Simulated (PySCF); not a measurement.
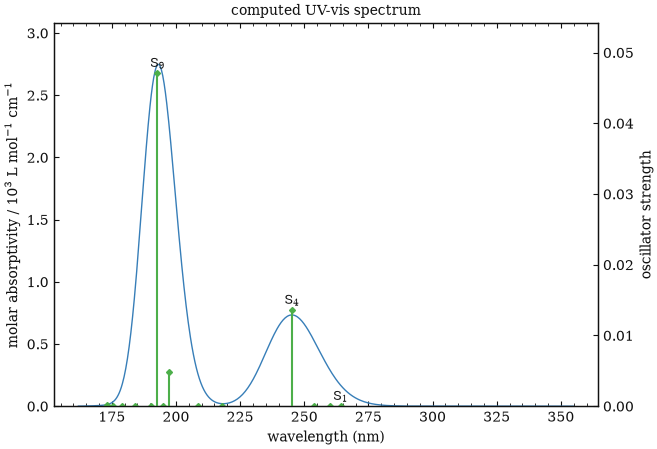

Vertical TDDFT excitations, PBE0/def2-SVPD, PySCF, at a PBE0-D3(BJ)/def2-SVP geometry (no frequency check), gas phase. The lowest 15 singlet states are shown; each is broadened by a Gaussian of 1/e half-width 0.30 eV. Sticks give oscillator strengths (right axis). States within 0.01 eV of each other are merged, with their strengths summed. The highest state may be half of a pair whose partner wasn't computed.

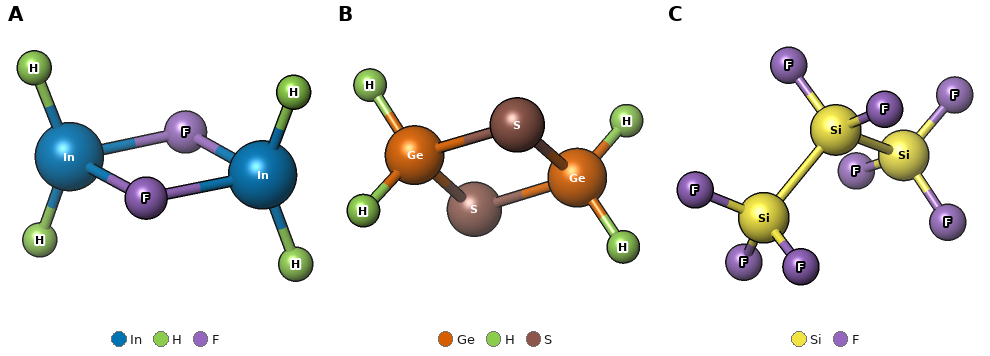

### Whose absorption spectrum is this? Choose among the lettered structures.

Structure B, Ge₂H₄S₂, singlet. Its lowest singlet lies at 4.69 eV (f = 0.000) and the brightest of those computed is S9 at 6.43 eV (193 nm), f = 0.047, mainly HOMO → LUMO+3 (90 %).

Caveats: core orbitals are frozen in the response.
